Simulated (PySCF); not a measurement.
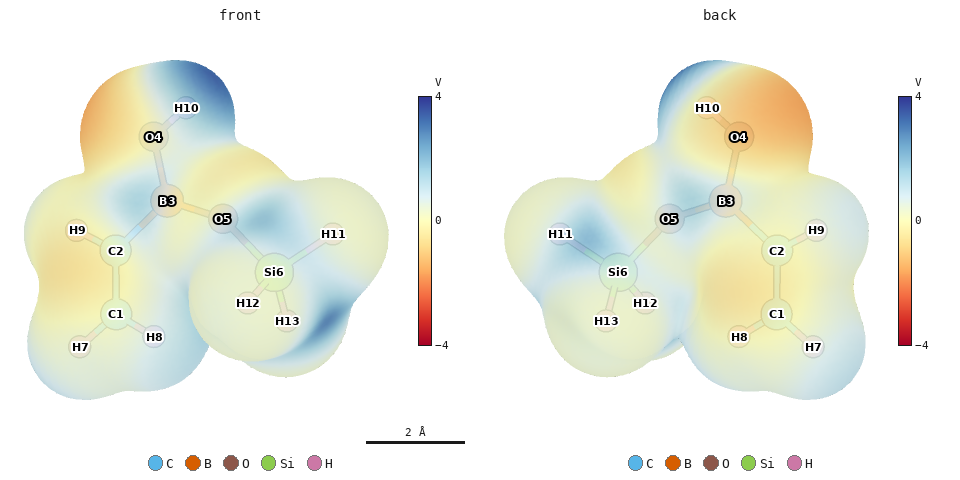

C₂H₇BO₂Si (SMILES C=CB(O)O[SiH3]). The electrostatic potential painted on the density surface at 0.004 e/bohr³, seen from the front and from behind; the colour scale runs from red (negative) to blue (positive).

Geometry: GFN2-xTB.

The calculation used PySCF, CAM-B3LYP/def2-SVPD, SCF density, gas phase.

```yaml
atoms:
  - { symbol: C, position_ang: [1.7803, 0.2904, -1.1678] }
  - { symbol: C, position_ang: [1.4144, -0.8048, -0.5160] }
  - { symbol: B, position_ang: [0.0613, -0.9825, 0.2668] }
  - { symbol: O, position_ang: [-0.0617, -2.0760, 1.0508] }
  - { symbol: O, position_ang: [-0.9606, -0.1090, 0.1884] }
  - { symbol: Si, position_ang: [-1.6663, 1.2197, -0.3789] }
  - { symbol: H, position_ang: [2.7227, 0.3741, -1.6874] }
  - { symbol: H, position_ang: [1.1426, 1.1602, -1.2037] }
  - { symbol: H, position_ang: [2.0941, -1.6476, -0.4993] }
  - { symbol: H, position_ang: [-0.8963, -2.1510, 1.5157] }
  - { symbol: H, position_ang: [-3.0637, 1.0610, 0.0263] }
  - { symbol: H, position_ang: [-1.0362, 2.3782, 0.2589] }
  - { symbol: H, position_ang: [-1.5352, 1.2878, -1.8363] }
```

**Where is the surface potential most negative and most positive?**

The most negative region (about −1.6 V, or −37 kcal/mol for a unit charge) lies over O4, the most positive (about +3.2 V, or +74 kcal/mol for a unit charge) over H10. O4 is the likeliest acceptor of a hydrogen bond.

**What dipole moment does the calculation give?**

Its dipole moment is 1.22 D.
